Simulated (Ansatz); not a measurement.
# BaLa2S4 (I-42d): the host for defect calculations, part 4 of 4

Before any defect goes in: BaLa2S4 (I-42d) at rest, and how it screens a charge.

Ansatz 0.2.0; plane-wave PAW DFT, PBEsol; relaxation of the host's cell and atoms (the session's first sound run).

So far. Step 3 (Dielectric tensors of the host): The principal values of the electronic dielectric tensor are 7.54, 7.76 and 7.76. The principal values of the static dielectric tensor are 18.13, 20.97 and 20.97.

**7. Defect free supercell relaxed from displaced atoms**

This step: plane-wave PAW DFT, PBEsol; relaxation of the defect-free supercell from random displacements, a test of the host's stability (Ansatz 0.2.0).

Input file pristine.rattled/input.yaml:

```yaml
crystal:
  lattice:
    - [0.0, 8.8224161922, 8.7801377982]
    - [8.8224161922, 0.0, 8.7801377982]
    - [8.8224161922, 8.8224161922, 0.0]
  atoms:
    - { symbol: Ba, position: [0.125, 0.625, 0.375] }
    - { symbol: Ba, position: [0.375, 0.875, 0.625] }
    - { symbol: Ba, position: [0.625, 0.125, 0.875] }
    - { symbol: Ba, position: [0.875, 0.375, 0.125] }
    - { symbol: Ba, position: [0.0, 0.0, 0.5] }
    - { symbol: Ba, position: [0.25, 0.25, 0.75] }
    - { symbol: Ba, position: [0.5, 0.5, 0.0] }
    - { symbol: Ba, position: [0.75, 0.75, 0.25] }
    - { symbol: La, position: [0.1236813681, 1.0013186319, 0.1263186319] }
    - { symbol: La, position: [0.3736813681, 0.2513186319, 0.3763186319] }
    - { symbol: La, position: [0.6236813681, 0.5013186319, 0.6263186319] }
    - { symbol: La, position: [0.8736813681, 0.7513186319, 0.8763186319] }
    - { symbol: La, position: [-0.0013186319, 0.3763186319, 0.3736813681] }
    - { symbol: La, position: [0.2486813681, 0.6263186319, 0.6236813681] }
    - { symbol: La, position: [0.4986813681, 0.8763186319, 0.8736813681] }
    - { symbol: La, position: [0.7486813681, 0.1263186319, 0.1236813681] }
    - { symbol: La, position: [0.2513186319, 0.3736813681, -0.0013186319] }
    - { symbol: La, position: [0.5013186319, 0.6236813681, 0.2486813681] }
    - { symbol: La, position: [0.7513186319, 0.8736813681, 0.4986813681] }
    - { symbol: La, position: [1.0013186319, 0.1236813681, 0.7486813681] }
    - { symbol: La, position: [0.1263186319, 0.7486813681, 1.0013186319] }
    - { symbol: La, position: [0.3763186319, -0.0013186319, 0.2513186319] }
    - { symbol: La, position: [0.6263186319, 0.2486813681, 0.5013186319] }
    - { symbol: La, position: [0.8763186319, 0.4986813681, 0.7513186319] }
    - { symbol: S, position: [0.2361174839, 0.824150684, 0.3432155264] }
    - { symbol: S, position: [0.4861174839, 0.074150684, 0.5932155264] }
    - { symbol: S, position: [0.7361174839, 0.324150684, 0.8432155264] }
    - { symbol: S, position: [0.9861174839, 0.574150684, 0.0932155264] }
    - { symbol: S, position: [0.074150684, 0.4861174839, 0.8465163056] }
    - { symbol: S, position: [0.324150684, 0.7361174839, 0.0965163056] }
    - { symbol: S, position: [0.574150684, 0.9861174839, 0.3465163056] }
    - { symbol: S, position: [0.824150684, 0.2361174839, 0.5965163056] }
    - { symbol: S, position: [0.2182155264, 0.9715163056, 0.8611174839] }
    - { symbol: S, position: [0.4682155264, 0.2215163056, 0.1111174839] }
    - { symbol: S, position: [0.7182155264, 0.4715163056, 0.3611174839] }
    - { symbol: S, position: [0.9682155264, 0.7215163056, 0.6111174839] }
    - { symbol: S, position: [0.1111174839, 0.199150684, 0.2215163056] }
    - { symbol: S, position: [0.3611174839, 0.449150684, 0.4715163056] }
    - { symbol: S, position: [0.6111174839, 0.699150684, 0.7215163056] }
    - { symbol: S, position: [0.8611174839, 0.949150684, 0.9715163056] }
    - { symbol: S, position: [0.199150684, 0.1111174839, 0.4682155264] }
    - { symbol: S, position: [0.449150684, 0.3611174839, 0.7182155264] }
    - { symbol: S, position: [0.699150684, 0.6111174839, 0.9682155264] }
    - { symbol: S, position: [0.949150684, 0.8611174839, 0.2182155264] }
    - { symbol: S, position: [0.0932155264, 0.3465163056, 0.574150684] }
    - { symbol: S, position: [0.3432155264, 0.5965163056, 0.824150684] }
    - { symbol: S, position: [0.5932155264, 0.8465163056, 0.074150684] }
    - { symbol: S, position: [0.8432155264, 0.0965163056, 0.324150684] }
    - { symbol: S, position: [0.0965163056, 0.8432155264, 0.7361174839] }
    - { symbol: S, position: [0.3465163056, 0.0932155264, 0.9861174839] }
    - { symbol: S, position: [0.5965163056, 0.3432155264, 0.2361174839] }
    - { symbol: S, position: [0.8465163056, 0.5932155264, 0.4861174839] }
    - { symbol: S, position: [0.2215163056, 0.4682155264, 0.199150684] }
    - { symbol: S, position: [0.4715163056, 0.7182155264, 0.449150684] }
    - { symbol: S, position: [0.7215163056, 0.9682155264, 0.699150684] }
    - { symbol: S, position: [0.9715163056, 0.2182155264, 0.949150684] }
basis:
  ecutwfc: 420
  xc_grid: 2
hamiltonian:
  xc: pbesol
kpoints:
  mp_grid: { grid: [1, 1, 1], shift: [0.25, 0.25, 0.25] }
scf:
  occupations: { method: fermi_dirac, width: 0.01 }
  max_iter: 80
output:
  forces: true
relax:
  f_tol: 0.01
  max_steps: 120
  random_displacement: { amplitude: 0.08, seed: 8764 }
checkpoint:
  write: "../pristine.rattled.run"
  compress: false
  write_wavefunctions: false
  write_every: 100000
```

On the command line:

```
$ ansatz run input.yaml --threads 4 --pin off --max-ram 7536MiB --backend cpu --events-out ev --progress --plain --runs-dir out
```

Numbers of over 12 decimals in the logs are rounded to 6 here.

The log of the run:

```text
[...]
Crystal: 56 atoms, lattice volume = 1366.805 Å³
Basis set: ecut = 420 eV, 26637 PW (Γ), exchange–correlation on 180×180×180 points (8 copies of the dense FFT grid, shifted against one another)
Bands: 280, of which v1, the nominal top of the filled ones, is band 224 counted from 1 (223 counted from 0)
Symmetry: 1 space group operations
k-points: 1
[...]
SCF iter   1: F=—  HF=-173921.480887 eV  |F-HF|=—  |Δ(HF+E_count)|=         —  Δρ=5.34e-3  dr2=5.63e-1  ethr=1.77e-3  ⟨swp⟩=11.0  Hψ=1257  notcnv=0  defer=26
[...]
SCF iter   7: F=-173921.382497 eV  HF=-173921.382497 eV  |F-HF|=1.86e-7  |Δ(HF+E_count)|=   2.25e-7  Δρ=3.08e-6  dr2=3.25e-7  ethr=5.58e-10  ⟨swp⟩=4.0  Hψ=956  notcnv=0
SCF 1 converged in 7 iterations: F = -173921.382497 eV  dr2 = 3.25e-7
[...]
relax step   1: F+E_penalty+E_count = -173921.38249713 eV  Δ(F+E_penalty+E_count) = +0.000e0 eV  max|allowed force component| = 9.344e-1 eV/Å  Δτ_max = 0.0000 Å  (7 SCF iters, dr2 threshold 2.50e-6 eV, accepted)
[...]
relax step   2: F+E_penalty+E_count = -173922.00628044 eV  Δ(F+E_penalty+E_count) = -6.238e-1 eV  max|allowed force component| = 7.869e-1 eV/Å  Δτ_max = 0.1949 Å  (5 SCF iters, dr2 threshold 5.46e-5 eV, accepted)
relax step   3: F+E_penalty+E_count = -173922.42651785 eV  Δ(F+E_penalty+E_count) = -4.202e-1 eV  max|allowed force component| = 3.457e-2 eV/Å  Δτ_max = 0.1063 Å  (5 SCF iters, dr2 threshold 3.87e-5 eV, accepted)
relax step   4: F+E_penalty+E_count = -173922.42652090 eV  Δ(F+E_penalty+E_count) = -3.048e-6 eV  max|allowed force component| = 3.465e-2 eV/Å  Δτ_max = 0.0000 Å  (4 SCF iters, accepted)
relax step   5: F+E_penalty+E_count = -173922.42175446 eV  Δ(F+E_penalty+E_count) = +4.766e-3 eV  max|allowed force component| = 5.500e-2 eV/Å  Δτ_max = 0.0112 Å  (5 SCF iters, rejected (line search))
SCF iter   1: F=—  HF=-173922.430175 eV  |F-HF|=—  |Δ(HF+E_count)|=         —  Δρ=4.04e-4  dr2=4.53e-3  ethr=9.39e-6  ⟨swp⟩=4.0  Hψ=631  notcnv=0  defer=47
[...]
SCF iter   5: F=-173922.427921 eV  HF=-173922.427921 eV  |F-HF|=2.04e-8  |Δ(HF+E_count)|=   4.87e-7  Δρ=2.43e-6  dr2=6.68e-8  ethr=2.23e-11  ⟨swp⟩=4.0  Hψ=1120  notcnv=0
SCF 6 converged in 5 iterations: F = -173922.427921 eV  dr2 = 6.68e-8
relax step   6: F+E_penalty+E_count = -173922.42792082 eV  Δ(F+E_penalty+E_count) = -1.400e-3 eV  max|allowed force component| = 9.307e-3 eV/Å  Δτ_max = 0.0056 Å  (5 SCF iters, accepted)
SCF converged after 5 iterations
Free energy (F): -173922.427921 eV
[...]
Internal energy: -173922.427921 eV  (E = F + TS)
E sigma→0 (E₀):  -173922.427921 eV
Fermi energy:    9.964294 eV
[...]
--- Forces (eV/Å), atoms counted from 1 ---
  atom   1  Ba     0.00028205     0.00371713    -0.00023291
  atom   2  Ba    -0.00153235     0.00030554    -0.00152954
  atom   3  Ba    -0.00225156    -0.00007977    -0.00256949
  atom   4  Ba     0.00298723     0.00614442     0.00161260
  atom   5  Ba    -0.00604448    -0.00549904    -0.00044074
  atom   6  Ba    -0.00197436     0.00544054    -0.00428261
  atom   7  Ba    -0.00698144     0.00461759     0.00296873
  atom   8  Ba    -0.00033963    -0.00930774    -0.00206199
  atom   9  La    -0.00094241     0.00098461     0.00164008
  atom  10  La     0.00060509    -0.00062386     0.00483490
  atom  11  La     0.00468786     0.00132371     0.00205494
  atom  12  La     0.00593051     0.00316756     0.00349593
  atom  13  La    -0.00685843     0.00311639    -0.00036476
  atom  14  La     0.00259908    -0.00066395    -0.00008662
  atom  15  La     0.00332670    -0.00293739     0.00222489
  atom  16  La     0.00502095    -0.00234403     0.00063180
  atom  17  La    -0.00221511     0.00074754    -0.00141677
  atom  18  La     0.00637830    -0.00457767     0.00055916
  atom  19  La    -0.00002606     0.00110765     0.00657892
  atom  20  La     0.00797112     0.00357893     0.00636642
  atom  21  La     0.00076985    -0.00370779    -0.00261484
  atom  22  La    -0.00203938     0.00023621     0.00039065
  atom  23  La    -0.00124855     0.00058590     0.00048541
  atom  24  La    -0.00167059    -0.00416169    -0.00395895
  atom  25  S     -0.00499488    -0.00194845     0.00227397
  atom  26  S     -0.00399699     0.00189489    -0.00050357
  atom  27  S     -0.00136237    -0.00044518     0.00353481
  atom  28  S     -0.00127780     0.00004120     0.00461999
  atom  29  S     -0.00109312     0.00068156     0.00170694
  atom  30  S     -0.00098164     0.00591346    -0.00273076
  atom  31  S     -0.00302137     0.00326300    -0.00502432
  atom  32  S     -0.00064030     0.00205002    -0.00523255
  atom  33  S      0.00176945    -0.00196342     0.00070346
  atom  34  S     -0.00056081     0.00476908    -0.00163871
  atom  35  S     -0.00224674     0.00300796     0.00064946
  atom  36  S      0.00154300     0.00532862    -0.00105298
  atom  37  S      0.00632090    -0.00173493     0.00084951
  atom  38  S     -0.00222000     0.00067323    -0.00301494
  atom  39  S      0.00224285    -0.00550955    -0.00134709
  atom  40  S     -0.00316475    -0.00427885    -0.00445484
[...]
atom  45  S      0.00017790     0.00079942     0.00384883
  atom  46  S     -0.00230507     0.00038279    -0.00540992
  atom  47  S     -0.00108562     0.00311126     0.00220911
  atom  48  S      0.00076959     0.00094153    -0.00218622
  atom  49  S      0.00132737     0.00016273    -0.00424260
  atom  50  S     -0.00320903    -0.00178516    -0.00458727
  atom  51  S      0.00059355    -0.00120985    -0.00219771
  atom  52  S     -0.00458211     0.00027195    -0.00295530
  atom  53  S      0.00686018    -0.00068165     0.00089904
  atom  54  S      0.00081422    -0.00207372     0.00035280
  atom  55  S      0.00207281    -0.00069924     0.00411594
  atom  56  S      0.00148084    -0.00549667     0.00075628
  max |Σ_I F_I| component: 4.26e-5 eV/Å
--- Relaxed structure (6 steps of the walk, 5 accepted, 0 SCFs on fresh bases) ---
  F+E_penalty+E_count = -173922.42792082 eV   max|allowed force component| = 9.307e-3 eV/Å
  atoms:
    - { symbol: Ba, position: [0.125121, 0.625841, 0.374795] }
    - { symbol: Ba, position: [0.375181, 0.875899, 0.624783] }
    - { symbol: Ba, position: [0.625171, 0.125850, 0.874856] }
    - { symbol: Ba, position: [0.875085, 0.375801, 0.124762] }
    - { symbol: Ba, position: [-0.000101, 0.001056, 0.499923] }
    - { symbol: Ba, position: [0.249898, 0.251140, 0.749753] }
    - { symbol: Ba, position: [0.499799, 0.501095, -8.69725963486001e-5] }
    - { symbol: Ba, position: [0.750038, 0.751012, 0.249901] }
    - { symbol: La, position: [0.123875, 1.002179, 0.126402] }
    - { symbol: La, position: [0.373829, 0.252127, 0.376324] }
    - { symbol: La, position: [0.623871, 0.502133, 0.626368] }
    - { symbol: La, position: [0.873886, 0.752092, 0.876277] }
    - { symbol: La, position: [-0.001396, 0.377188, 0.373735] }
    - { symbol: La, position: [0.248818, 0.627077, 0.623697] }
    - { symbol: La, position: [0.498714, 0.877023, 0.873846] }
    - { symbol: La, position: [0.748858, 0.126992, 0.123738] }
    - { symbol: La, position: [0.251106, 0.374691, -0.001237] }
    - { symbol: La, position: [0.501276, 0.624541, 0.248770] }
    - { symbol: La, position: [0.751056, 0.874615, 0.498862] }
    - { symbol: La, position: [1.001195, 0.124473, 0.748714] }
    - { symbol: La, position: [0.126352, 0.749749, 1.001342] }
    - { symbol: La, position: [0.376266, -0.000197, 0.251289] }
    - { symbol: La, position: [0.626248, 0.249787, 0.501330] }
    - { symbol: La, position: [0.876341, 0.499726, 0.751354] }
    - { symbol: S, position: [0.236625, 0.824371, 0.343281] }
    - { symbol: S, position: [0.486573, 0.074519, 0.593109] }
    - { symbol: S, position: [0.736640, 0.324361, 0.843220] }
    - { symbol: S, position: [0.986576, 0.574371, 0.093151] }
    - { symbol: S, position: [0.073205, 0.487161, 0.846738] }
    - { symbol: S, position: [0.323193, 0.737199, 0.096789] }
    - { symbol: S, position: [0.573246, 0.987276, 0.346677] }
    - { symbol: S, position: [0.823265, 0.237215, 0.596707] }
    - { symbol: S, position: [0.218468, 0.972457, 0.861134] }
    - { symbol: S, position: [0.468294, 0.222648, 0.111067] }
    - { symbol: S, position: [0.718349, 0.472570, 0.361119] }
    - { symbol: S, position: [0.968329, 0.722585, 0.611053] }
    - { symbol: S, position: [0.111213, 0.199110, 0.221722] }
    - { symbol: S, position: [0.361180, 0.449273, 0.471762] }
    - { symbol: S, position: [0.611270, 0.699101, 0.721869] }
    - { symbol: S, position: [0.861310, 0.949155, 0.971849] }
    - { symbol: S, position: [0.198495, 0.112540, 0.468004] }
    - { symbol: S, position: [0.448550, 0.362522, 0.718135] }
    - { symbol: S, position: [0.698479, 0.612532, 0.968127] }
    - { symbol: S, position: [0.948532, 0.862470, 0.218241] }
    - { symbol: S, position: [0.093447, 0.347246, 0.573492] }
    - { symbol: S, position: [0.343570, 0.597436, 0.823416] }
    - { symbol: S, position: [0.593505, 0.847311, 0.073522] }
    - { symbol: S, position: [0.843534, 0.097321, 0.323494] }
    - { symbol: S, position: [0.096672, 0.844310, 0.736116] }
    - { symbol: S, position: [0.346665, 0.094395, 0.986099] }
    - { symbol: S, position: [0.596621, 0.344279, 0.236171] }
    - { symbol: S, position: [0.846579, 0.594376, 0.486220] }
    - { symbol: S, position: [0.221421, 0.469361, 0.198432] }
    - { symbol: S, position: [0.471532, 0.719376, 0.448515] }
    - { symbol: S, position: [0.721379, 0.969349, 0.698559] }
    - { symbol: S, position: [0.971592, 0.219238, 0.948509] }
```

It took 87 s on 4 threads of Intel Xeon Platinum 8175M at 2.50GHz (Skylake/Cascade Lake), shared host; peak memory 2.5 GiB; 5.3 min of CPU time.

Step by step:

```
step  energy less that of the first step (eV)  largest force component (eV/Å)
   1                                   0.0000                          0.9344
   2                                  -0.6238                          0.7869
   3                                  -1.0440                          0.0346
   4                                  -1.0440                          0.0347
   5                                  -1.0393                          0.0550
   6                                  -1.0454                          0.0093
```

Relaxation step 5 was tried and not accepted.

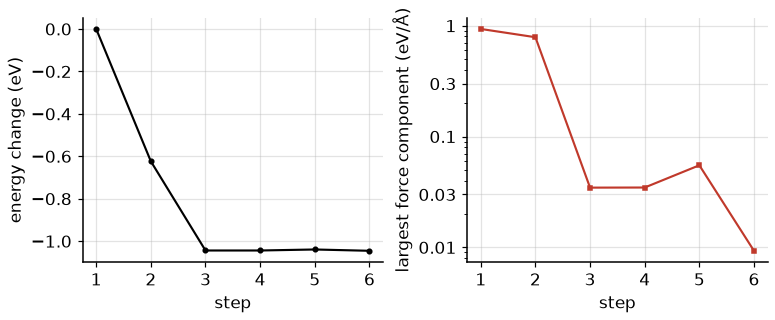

Energy and largest force along the relaxation.

The relaxation ends 19 meV an atom lower than the displaced start, with a largest force component of 0.0093 eV/Å.

**8. Outcome**

```
primitive cell vectors, lengths                                      : 7.628, 7.628, 7.628 Å
electronic dielectric constant                                       : principal values (7.54, 7.76, 7.76)
static dielectric constant                                           : principal values (18.13, 20.97, 20.97)
gap on the k-mesh of the response run (PBEsol)                       : 1.93 eV
supercell relaxed in its symmetry less the displaced and relaxed one : 0.000 eV
energy an atom at one point at (¼, ¼, ¼) less that on the dense mesh : 0.005 eV
```

Step 6: From the first step to the last the energy fell by 0.003 eV, and the largest move was 0.010 Å (S29 and 7 other atoms alike). Step 7: The energy fell by 1.045 eV from the randomly displaced start; against the sites as typed, S37 ends farthest off, by 0.01 Å, once the mean shift is taken out. The displaced cell ends within 0.01 eV of the symmetric one relaxed in its symmetry, so no lower structure shows in this supercell. The k-mesh can miss the band edges, so this gap is an upper bound at this level. All at zero temperature.

[Logs are printed without paths, hosts, clocks, repeated set-up lines and the standing remarks that a program may print on its own settings, such as how far it seeks lower states.]

[Hosts, paths, dates, database ids (printed as entryN), source tags and the programs' standing remarks are cut or masked in the printed files.]

[Runs of the host that timed out are not shown.]

[For some hosts the program warned that the k-mesh of the response run may be too coarse for force constants and the static dielectric constant; such warnings are not always shown.]
